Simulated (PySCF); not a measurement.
Consider C$_{5}$H$_{10}$FSSi (doublet).

```yaml
atoms:
  - { symbol: F, position_ang: [0.3262, -1.9967, 1.9686] }
  - { symbol: C, position_ang: [0.0113, -0.7935, 1.3598] }
  - { symbol: Si, position_ang: [-1.4994, -0.9451, 0.1872] }
  - { symbol: C, position_ang: [-1.4815, 0.8228, -0.5154] }
  - { symbol: C, position_ang: [-0.0902, 1.1969, -1.0445] }
  - { symbol: C, position_ang: [1.0265, 0.9828, -0.0902] }
  - { symbol: C, position_ang: [1.2340, -0.2379, 0.6477] }
  - { symbol: S, position_ang: [1.7923, -1.6001, -0.6250] }
  - { symbol: H, position_ang: [-0.2163, -0.1103, 2.1911] }
  - { symbol: H, position_ang: [-1.2737, -1.9733, -0.8244] }
  - { symbol: H, position_ang: [-2.6892, -1.2119, 0.9960] }
  - { symbol: H, position_ang: [-2.2058, 0.9430, -1.3199] }
  - { symbol: H, position_ang: [-1.7620, 1.5326, 0.2652] }
  - { symbol: H, position_ang: [-0.0824, 2.2422, -1.3652] }
  - { symbol: H, position_ang: [0.0974, 0.5904, -1.9435] }
  - { symbol: H, position_ang: [1.8699, 1.6517, -0.1778] }
  - { symbol: H, position_ang: [2.0870, -0.1836, 1.3269] }
  - { symbol: H, position_ang: [2.8471, -0.9037, -1.0483] }
```

Geometry: GFN2-xTB.

Method: UKS B3LYP, pcH-1 on C F H S Si, non-relativistic, mean-field spin-orbit, GIAO (PySCF).

Predict the electron density, electron localisation function and spin density between the atoms.

C–Si (1.90 Å): ρ at the midpoint is about 0.93 e/Å³; the ELF peaks at about 0.95 between the atoms; a shared electron pair.
C–H (1.09 Å): ρ at the midpoint is about 2 e/Å³; the ELF climbs to about 1 towards the hydrogen, as it does in any bond to H (an ordinary covalent bond to hydrogen).
The unpaired spin (1 electron) lies mostly on C6 (about 0.6) and S8 (about 0.2), in electrons by Hirshfeld's partition.

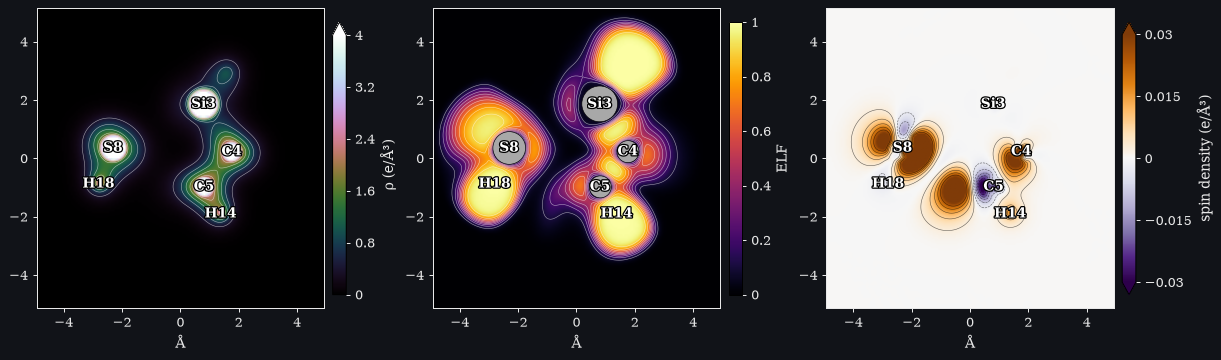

Computed electron density, electron localisation function and spin density on the plane of atoms Si3, C4 and C5, in this order. Grey discs cover the atomic cores in the ELF map. 
